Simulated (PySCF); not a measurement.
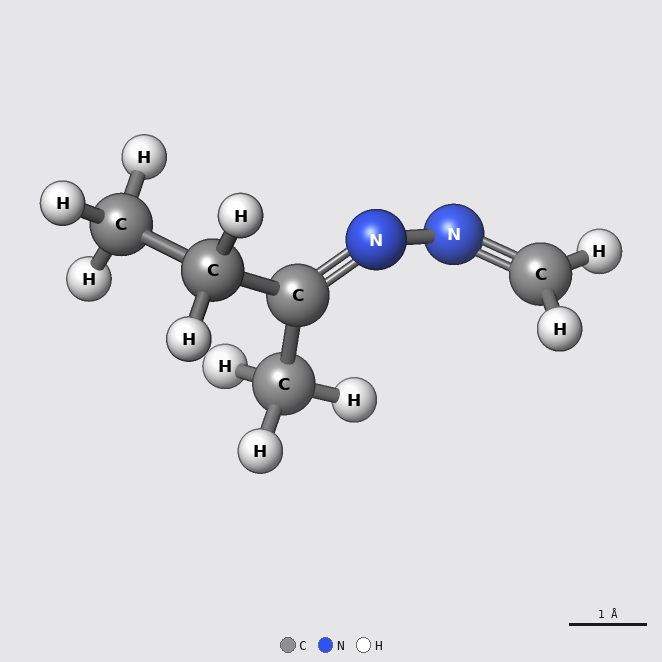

Multiple sticks mark multiple bonds (one Kekulé form).

The geometry was computed by an optimisation with GFN2-xTB. No frequency run is at hand to confirm it as a minimum.

Identify the structure.

The molecule is C5H10N2. Its SMILES string is `C=N/N=C(\C)CC`. It has no ring. Among its groups: imine. This geometry has C1 symmetry. Coordination: 2 C trigonal planar; 2 N bent; 3 C tetrahedral.

More results for the same structure follow; atom numbers are the same in all pictures, views and colours differ.

Polarisability

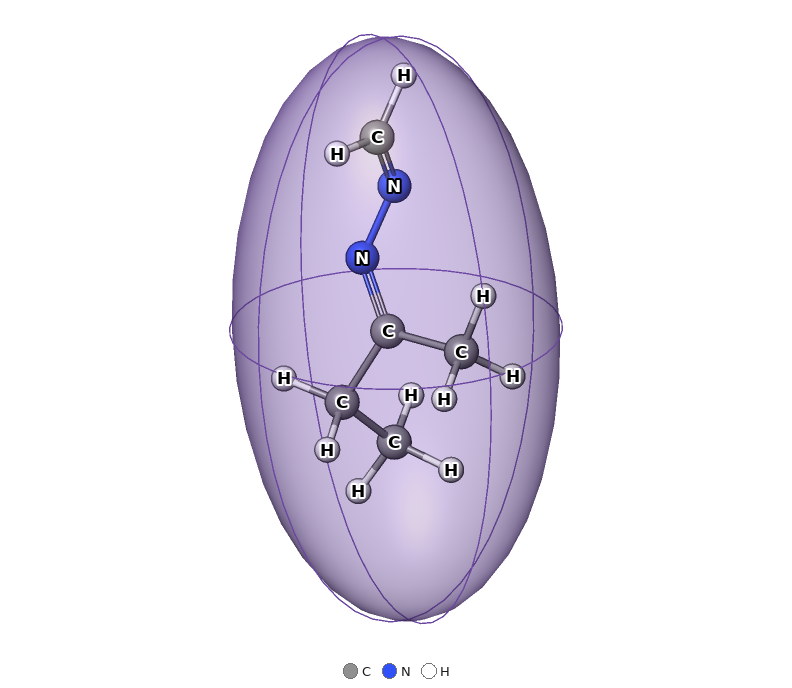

The ellipsoid shows the static dipole polarisability: its half-axes are proportional to the principal values. No frequency run is at hand to confirm it as a minimum. Method: B3LYP/def2-SVPD (PySCF 2.14.0).

**How large and how anisotropic is the polarisability?**

Principal values 63.3, 68.7, 121.1 bohr³; mean 84.4 bohr³ (12.50 Å³); anisotropy 55.3 bohr³, so the longest axis is 1.91 times the shortest.

Excitation

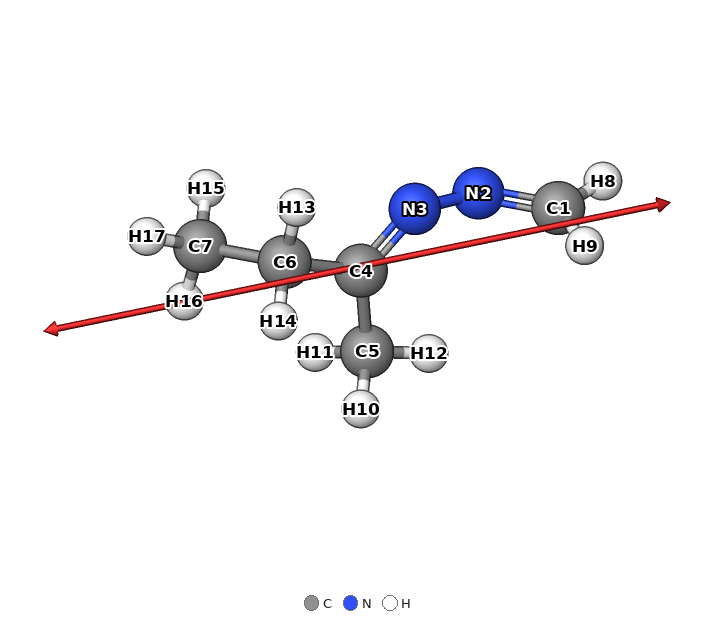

The double arrow shows the direction of the transition dipole to excited singlet state 4 (its length means nothing). No frequency run is at hand to confirm it as a minimum. Level of theory: TDDFT B3LYP/def2-SVPD, vertical, gas phase, core orbitals frozen in the response (PySCF 2.14.0).

**How is the transition polarised?**

Close to the long direction C1···C7.

**Give its energy, strength and character.**

6.00 eV (206 nm), oscillator strength 0.42, of mixed character, with the largest part HOMO−1 → LUMO+1 (weight 0.40); transition dipole 4.28 D.

NMR shielding

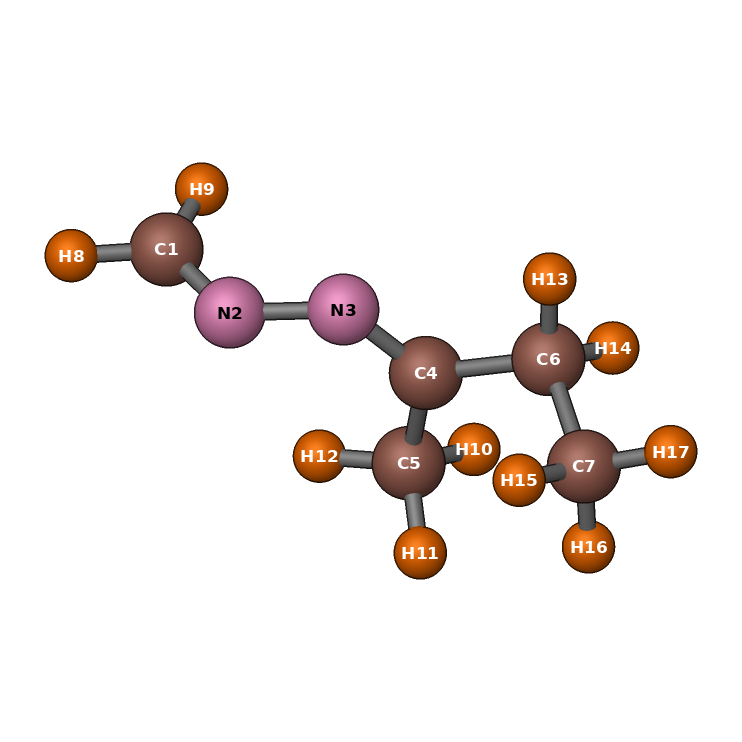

No frequency run is at hand to confirm it as a minimum. Method: GIAO PBE0/pcSseg-1 NMR shielding, non-relativistic, gas phase (PySCF 2.14.0). Principal shieldings σ11 ≤ σ22 ≤ σ33, span Ω = σ33 − σ11, skew κ = 3(σiso − σ22)/Ω.

Give the shielding tensors of the C atoms.

```json
{"atom": "C1", "σ11": "2.6", "σ22": "68.7", "σ33": "136.4", "σiso": "69.3", "Ω": "133.8", "κ": "0.01"}
{"atom": "C4", "σ11": "−1.2", "σ22": "20.2", "σ33": "132.3", "σiso": "50.4", "Ω": "133.5", "κ": "0.68"}
{"atom": "C5", "σ11": "154.2", "σ22": "180.7", "σ33": "188.2", "σiso": "174.4", "Ω": "34.0", "κ": "−0.56"}
{"atom": "C6", "σ11": "136.6", "σ22": "138.3", "σ33": "173.0", "σiso": "149.3", "Ω": "36.4", "κ": "0.91"}
{"atom": "C7", "σ11": "161.4", "σ22": "169.6", "σ33": "186.0", "σiso": "172.3", "Ω": "24.6", "κ": "0.33"}
```

Shieldings and span in ppm.

Quadrupole coupling

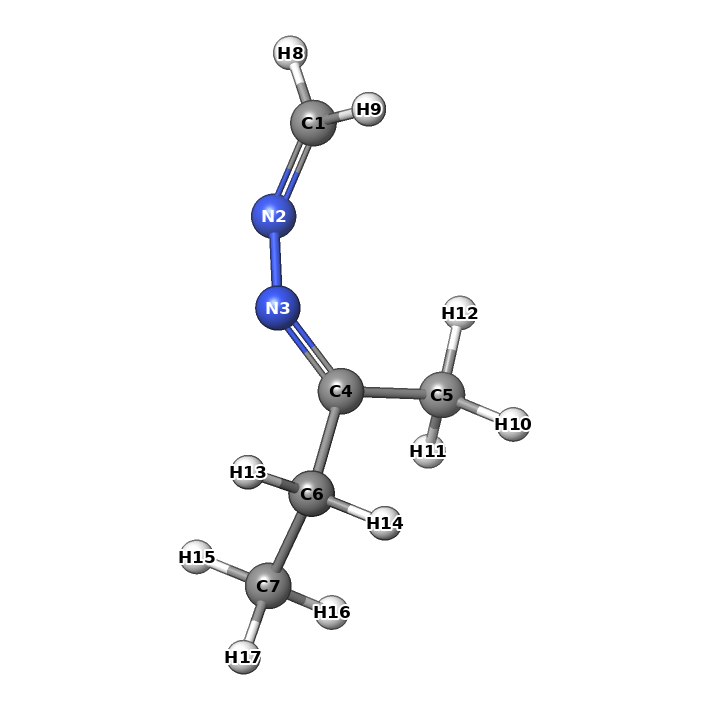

No frequency run is at hand to confirm it as a minimum. Electric field gradients from the ground-state density, PBE0/pcSseg-1 (PySCF 2.14.0), non-relativistic apart from any core potentials.

Give the largest field-gradient component, the quadrupole coupling constant and the asymmetry for 14N at N2 (Q = 20.44 mb), 14N at N3 (Q = 20.44 mb), 2H at H8 (Q = 2.86 mb), 2H at H9 (Q = 2.86 mb), 2H at H10 (Q = 2.86 mb), 2H at H11 (Q = 2.86 mb).

| atom | V_zz (a.u.) | e²qQ/h (MHz) | η |
| --- | --- | --- | --- |
| N2 | −1.188 | −5.71 | 0.27 |
| N3 | −1.031 | −4.95 | 0.31 |
| H8 | 0.332 | 0.223 | 0.07 |
| H9 | 0.310 | 0.208 | 0.07 |
| H10 | 0.312 | 0.210 | 0.02 |
| H11 | 0.312 | 0.210 | 0.02 |
